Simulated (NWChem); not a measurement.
# Si3H8 (SMILES [SiH3][SiH2][SiH3]): B3LYP/3-21G

What is the vertical ionisation energy of Si3H8 at B3LYP/3-21G? 

Program for the calculation: NWChem 7.3.0.

### 1 Starting point

The species is Si3H8 (11 atoms), meant as a singlet with charge 0. SMILES: `[SiH3][SiH2][SiH3]`. The coordinates come from a PBE0-D4/def2-TZVP relaxation.

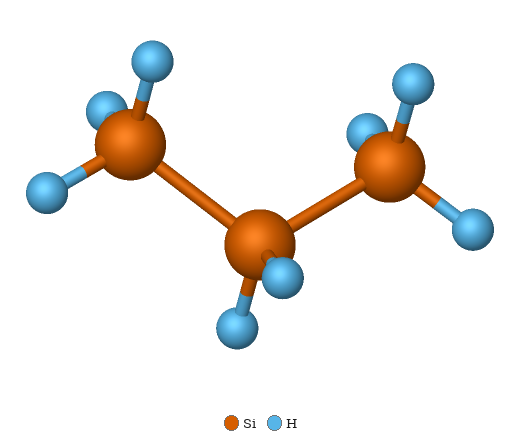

Viewed from a chosen angle; silicon orange, hydrogen blue.

### 2 The energy at B3LYP/3-21G

Contents of mol.nw:

```
echo
start mol
memory 2200 mb
charge 0
geometry units angstrom noautosym nocenter noautoz
 Si   -1.292570    1.366730   -0.525270
 Si   -0.462570   -0.807300   -0.296320
 Si    1.631930   -0.774400    0.742750
 H    -2.625850    1.367720   -1.185120
 H    -0.354030    2.180440   -1.344070
 H    -1.422540    2.000090    0.814640
 H    -0.343400   -1.440160   -1.640160
 H    -1.410380   -1.620800    0.516390
 H     1.515950   -0.154940    2.090430
 H     2.583820    0.031780   -0.068050
 H     2.179610   -2.149160    0.894770
end
basis spherical bse
 * library 3-21G
end
dft
 xc b3lyp
 grid fine
 convergence energy 1e-08
 maxiter 100
 mulliken
 noprint "final vectors analysis"
end
task dft energy
```

Run with:

```bash
nwchem mol.nw > mol.out
```

The program printed:

```text
[...]
          Wavefunction type:  closed shell.
          No. of atoms     :    11
          No. of electrons :    50
[...]
          Charge           :     0
          Spin multiplicity:     1
[...]
          AO basis - number of functions:    55
[...]
              XC Information
              --------------
                         B3LYP Method XC Potential
                     Hartree-Fock (Exact) Exchange  0.200
                        Slater Exchange Functional  0.800 local
                    Becke 1988 Exchange Functional  0.720 non-local
              Lee-Yang-Parr Correlation Functional  0.810
                  VWN I RPA Correlation Functional  0.190 local
[...]
 d= 0,ls=0.0,diis     1   -868.6584003022 -1.06D+03  1.06D-02  2.46D-01     1.9
[...]
 d= 0,ls=0.0,diis     7   -868.6915166688 -7.84D-09  1.43D-06  1.48D-09     9.0
         Total DFT energy =     -868.691516668798
      One electron energy =    -1587.705894423481
           Coulomb energy =      591.484893834222
    Exchange-Corr. energy =      -65.588367185279
 Nuclear repulsion energy =      193.117851105740
[...]
      Total Density - Mulliken Population Analysis
     ---------------------------------------------
    Atom       Charge   Shell Charges
 -----------   ------   -------------------------------------------------------
    1 Si  14    13.70   2.00  1.97  5.86  0.73  1.73  0.68  0.74
    2 Si  14    13.95   2.00  1.97  5.85  0.71  1.76  0.82  0.84
    3 Si  14    13.70   2.00  1.97  5.86  0.73  1.73  0.68  0.74
    4 H    1     1.08   0.43  0.65
    5 H    1     1.08   0.43  0.65
    6 H    1     1.08   0.43  0.65
    7 H    1     1.07   0.43  0.64
    8 H    1     1.07   0.43  0.64
    9 H    1     1.08   0.43  0.65
   10 H    1     1.08   0.43  0.65
[...]
```

It took 9.6 s on 1 thread of Intel Xeon Platinum 8259CL at 2.50GHz (Skylake/Cascade Lake), shared host; peak memory 0.12 GiB.

### 3 The doublet cation, same level

Contents of job.nw:

```
start job
title "H8Si3"
memory 2200 mb
charge 1

geometry noautosym nocenter noautoz
  Si   -1.292570    1.366730   -0.525270
  Si   -0.462570   -0.807300   -0.296320
  Si    1.631930   -0.774400    0.742750
  H    -2.625850    1.367720   -1.185120
  H    -0.354030    2.180440   -1.344070
  H    -1.422540    2.000090    0.814640
  H    -0.343400   -1.440160   -1.640160
  H    -1.410380   -1.620800    0.516390
  H     1.515950   -0.154940    2.090430
  H     2.583820    0.031780   -0.068050
  H     2.179610   -2.149160    0.894770
end

basis spherical bse
  * library 3-21G
end

dft
  xc b3lyp
  mult 2
  grid fine
  convergence energy 1e-08
  iterations 100
  mulliken
  noprint "final vectors analysis"
end

task dft
```

Run with:

```bash
nwchem job.nw > job.out
```

The program printed:

```text
[...]
          Wavefunction type:  spin polarized.
          No. of atoms     :    11
          No. of electrons :    49
[...]
          Charge           :     1
          Spin multiplicity:     2
[...]
          AO basis - number of functions:    55
[...]
              XC Information
              --------------
                         B3LYP Method XC Potential
                     Hartree-Fock (Exact) Exchange  0.200
                        Slater Exchange Functional  0.800 local
                    Becke 1988 Exchange Functional  0.720 non-local
              Lee-Yang-Parr Correlation Functional  0.810
                  VWN I RPA Correlation Functional  0.190 local
[...]
 d= 0,ls=0.0,diis     1   -868.2733108568 -1.06D+03  5.07D-03  1.60D-01     2.3
[...]
 d= 0,ls=0.0,diis     9   -868.3206124045 -5.48D-09  2.22D-06  1.11D-09    18.2
[...]
         Total DFT energy =     -868.320612404501
      One electron energy =    -1577.005078467796
           Coulomb energy =      580.847881239384
    Exchange-Corr. energy =      -65.281266281828
 Nuclear repulsion energy =      193.117851105740
[...]
      Total Density - Mulliken Population Analysis
     ---------------------------------------------
    Atom       Charge   Shell Charges
 -----------   ------   -------------------------------------------------------
    1 Si  14    13.57   2.00  1.97  5.85  0.78  1.73  0.67  0.56
    2 Si  14    13.89   2.00  1.98  5.85  0.77  1.74  0.84  0.71
    3 Si  14    13.57   2.00  1.97  5.85  0.78  1.73  0.67  0.56
    4 H    1     0.98   0.42  0.56
    5 H    1     1.01   0.43  0.58
    6 H    1     1.01   0.43  0.58
    7 H    1     0.99   0.43  0.56
    8 H    1     0.99   0.43  0.56
    9 H    1     1.01   0.43  0.58
   10 H    1     1.01   0.43  0.58
[...]
      <S2> =      0.7531 (Exact =     0.7500)
[...]
```

Wall time 19 s (1 thread of Intel Xeon Platinum 8259CL at 2.50GHz (Skylake/Cascade Lake), shared host); peak memory 0.12 GiB.

### 4 What came out

At B3LYP/3-21G:

| quantity | value |
| --- | --- |
| singlet Si3H8: total energy | -868.69152 Eh |
| singlet Si3H8: dipole moment | 0.04 D |
| doublet cation: total energy | -868.32061 Eh |
| doublet cation: ⟨S²⟩ | 0.753 |
| vertical ionisation energy (to the doublet cation) | 10.093 eV |

In words: Removing an electron at fixed nuclei costs 10.09 eV (974 kJ/mol).
